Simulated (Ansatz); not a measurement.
One crystal and one scan (scan of one atom of the cell) at two levels, PBE (plane waves to 420 eV, PAW, scalar-relativistic; Ansatz, a first-principles code) and r2SCAN (plane waves to 500 eV, PAW, scalar-relativistic; Ansatz), each from its own relaxed cell and on its own mesh. The cell shown is that of PBE.

Relaxed AlNi (CsCl type):

```
CELL_PARAMETERS angstrom
      2.89266     0.00000     0.00000
      0.00000     2.89266     0.00000
      0.00000     0.00000     2.89266
ATOMIC_POSITIONS crystal
  Al 0.00000 0.00000 0.00000
  Ni 0.50000 0.50000 0.50000
```

In this cell atom 1 (Al, nearest neighbour Ni at 2.505 Å; its periodic images, 2.9 Å or more away, move with it) is moved by s along Cartesian x, unit vector (1.000, 0.000, 0.000); all other atoms and the cell stay fixed.

Energies are smeared free energies. AlNi is run without spin polarisation. AlNi was relaxed with its symmetry unable to fall. The PAW data are Ansatz's earlier set. With partly filled bands, energies and forces of such displacements shift with the k mesh and the smearing. Percentages come from the unrounded values.

```tsv
quantity	PBE	r2SCAN	PBE − r2SCAN
Lattice constant a (Å)	2.893	2.863	+0.030 (+1.0 %)
Force constant k = d²E/ds² at s = 0 (finite differences) (eV/Å²)	5.66	6.46	-0.80 (-12 %)
Zone-centre optical wavenumber from k (cm⁻¹)	289	308	-19 (-6.4 %)
```

PBE gives the higher value for: lattice constant a. PBE gives the lower value for: force constant k = d²E/ds² at s = 0; zone-centre optical wavenumber from k. Both give the same shape of the curve: a single well with its minimum at or next to zero displacement. Neither level is exact: the differences show how much the result hangs on the functional.

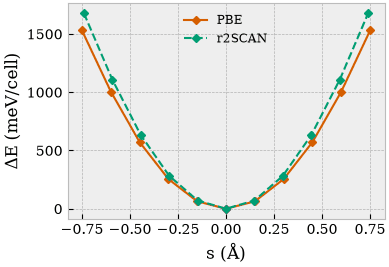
*ΔE, each from the undisplaced structure of its own level.*

(For displaced atoms, the force is minus the slope of the energy, and its curvature is a force constant, which sets phonon frequencies.)
